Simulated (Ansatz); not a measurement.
H6OSi2 (SMILES O[SiH2][SiH3])

The calculation's input:

```
basis:
  gaussian: {orbitals: def2-TZVPD}
crystal:
  periodic: [false, false, false]
  atoms:
    - symbol: O
      position_ang: [-1.071168, 1.871601, -1.315657]
    - symbol: Si
      position_ang: [-0.213285, 0.489413, -1.773084]
    - symbol: Si
      position_ang: [-0.069796, -1.055421, 0.004840]
    - symbol: H
      position_ang: [-0.729759, 2.313772, -0.518933]
    - symbol: H
      position_ang: [-0.981112, -0.096179, -2.921550]
    - symbol: H
      position_ang: [1.185351, 0.810855, -2.249832]
    - symbol: H
      position_ang: [-1.440320, -1.495855, 0.446678]
    - symbol: H
      position_ang: [0.615175, -0.414367, 1.186202]
    - symbol: H
      position_ang: [0.725515, -2.270837, -0.397161]
hamiltonian: {xc: pbe0}
output: {forces: true, orbitals: {seedname: orbitals}}
```

Run with:

```sh
ansatz run input.yaml --threads 1 --pin off --max-ram 2610MiB --events-out events.jsonl --progress --plain --runs-dir runs
```

Geometry: PBE-D3(BJ)/def2-SVP.

All numbers below come from isolated molecule in a Gaussian basis; Kohn-Sham density functional theory, functional PBE0 (Ansatz).

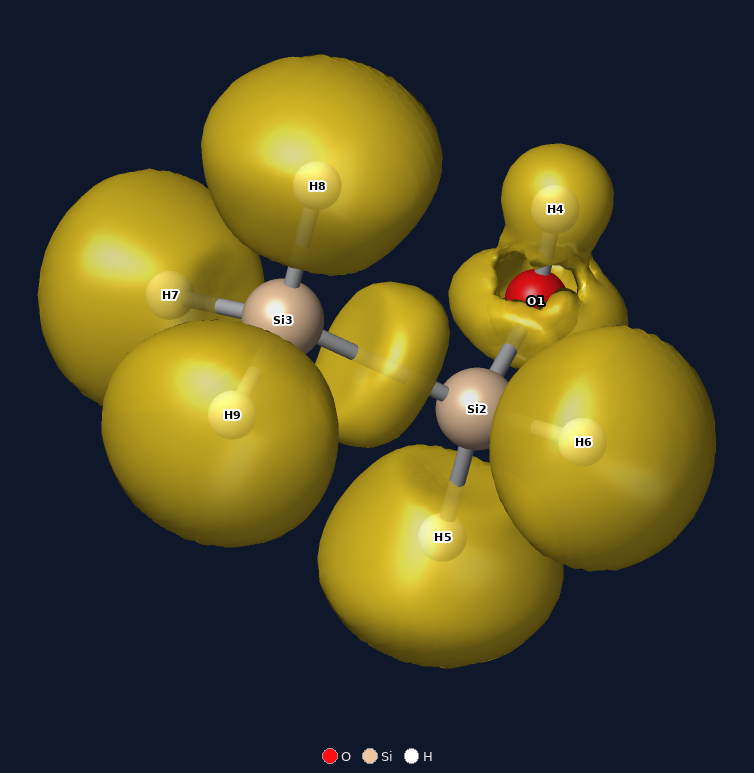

Figure 1. Isosurface of the ELF at 0.8 (yellow), seen at a tilt. Only the valence region is drawn (cores and ρ < 0.01 e/Å³ removed).

### Identify the bonds, lone pairs and shells in this picture.

The ELF exceeds this value in one region between bonded Si–Si atoms (shared pairs), five regions around hydrogen nuclei and one joined region spread over several atoms (H, O), in which their bonds and any lone pairs are merged. Along the contacts the grid gives the following. Si–O (1.69 Å): the ELF peaks at about 0.85 between the atoms: a shared but strongly polarised pair. Si–Si (2.36 Å): the ELF peaks at about 1 between the atoms: localised, covalent bonding.

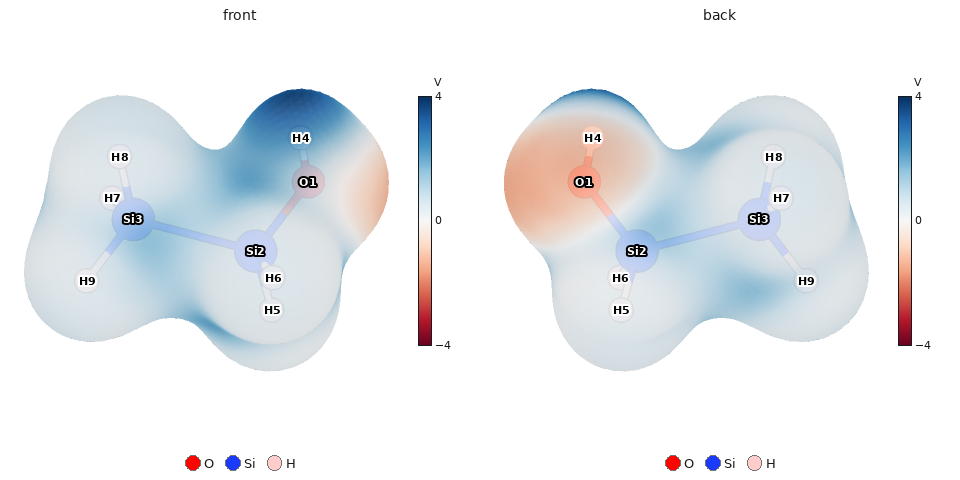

Figure 2. The molecular electrostatic potential painted on the density surface at 0.004 e/bohr³, seen from the front and from behind; red is negative and blue positive.

### Where is the surface potential most negative and most positive?

The most negative region (about −1.4 V) lies over O1, the most positive (about +3.7 V) over H4. O1 is the likeliest acceptor of a hydrogen bond.

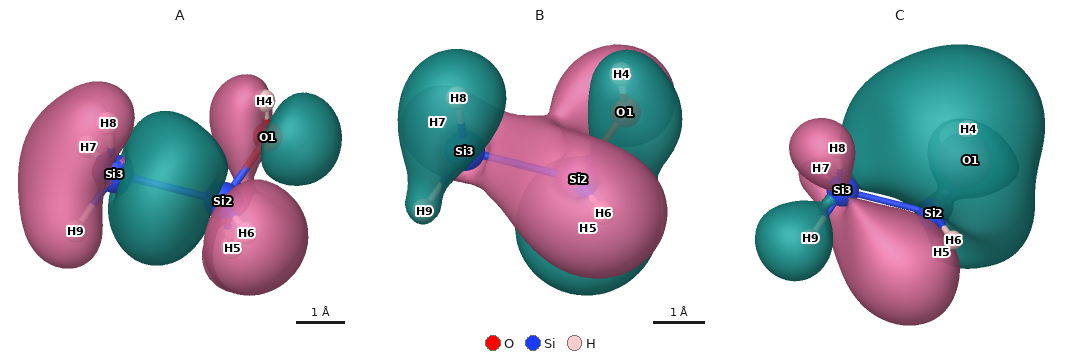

Figure 3. Three frontier orbitals at ±0.05 Å⁻³ᐟ² (teal and pink are the two phases), in no order.

### Order the three orbitals by energy and name them.

B is the HOMO−1 (−9.16 eV). It lies mainly on Si2 (about 25 %), O1 (about 25 %), H5 (about 20 %), H6 (about 15 %) and Si3 (about 5 %). A is the HOMO (−7.94 eV). It lies mainly on Si3 (about 30 %), Si2 (about 30 %), O1 (about 20 %) and H6 (about 10 %). C is the LUMO (−0.75 eV). Its weight (Hirshfeld) is mainly on Si2 (about 35 %), Si3 (about 20 %), H4 (about 20 %) and O1 (about 10 %).

### What is the HOMO–LUMO gap?

7.19 eV between the orbital energies.
